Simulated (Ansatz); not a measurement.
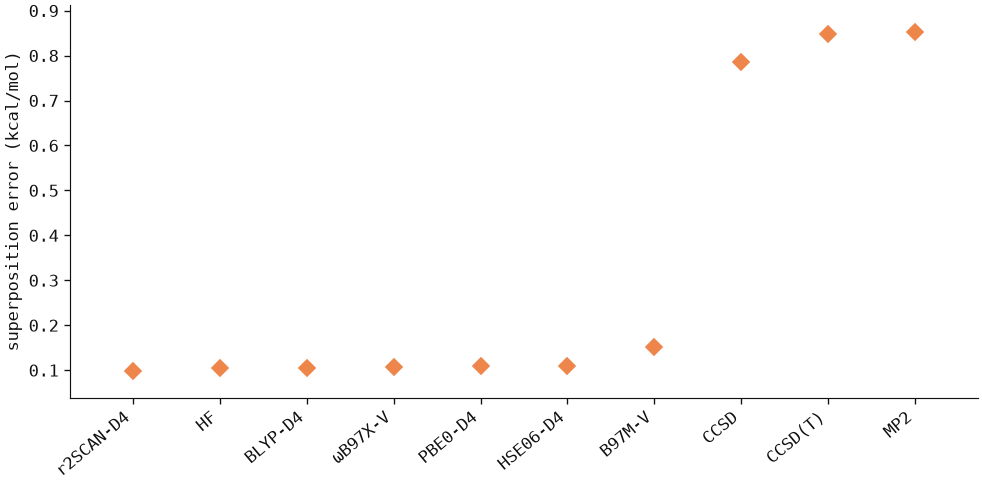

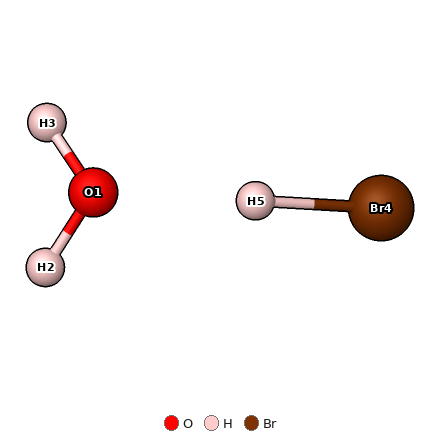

Basis-set superposition error of the pair H₂O and BrH (SMILES O.Br) at one optimised PBE0-D4 geometry, drawn, with the closest contact O1···H5 1.82 Å (H···H pairs aside; other arrangements can bind more strongly; the cost of deforming the partners isn't counted), def2-TZVPPD, the Ansatz code 0.2.0; cores frozen in correlated methods. On heavy atoms the filled d shell below the valence is correlated.

Q: What range do the values span?

A: From 0.10 kcal/mol (r2SCAN-D4) to 0.85 kcal/mol (MP2).

Q: Give the values.

A:
```tsv
level	kcal/mol
r2SCAN-D4	0.10
HF	0.10
BLYP-D4	0.10
ωB97X-V	0.11
PBE0-D4	0.11
HSE06-D4	0.11
B97M-V	0.15
CCSD	0.79
CCSD(T)	0.85
MP2	0.85
```

Known limits of this run: no scalar relativity up to krypton.
